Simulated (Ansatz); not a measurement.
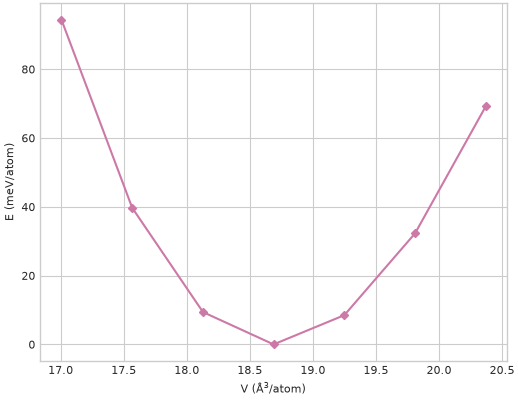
*Nb₃Sn in space group Fm-3m (No. 225; Sn on 4a, Nb on 4b, Nb on 8c) under volume change, plane-wave PAW r²SCAN (Ansatz code), scaled uniformly.*

### Question
What does a third-order Birch–Murnaghan fit give for V₀, B₀ and B′?

### Answer
V₀ = 18.69 Å³/atom, B₀ = 170 GPa, B′ = 4.2.

A made-up cell: these elements were put on the sites of a structure type; neither database checked (COD, Materials Project) lists it. It is not the phase usual at ambient conditions (space group No. 223). The cell was relaxed with r²SCAN under the symmetry of its start. At this level the phase is mechanically unstable. No spin polarisation was allowed. Scalar-relativistic: spin–orbit coupling is off unless named, which matters more the heavier the elements.

Potentials: the later of the program's two PAW sets.
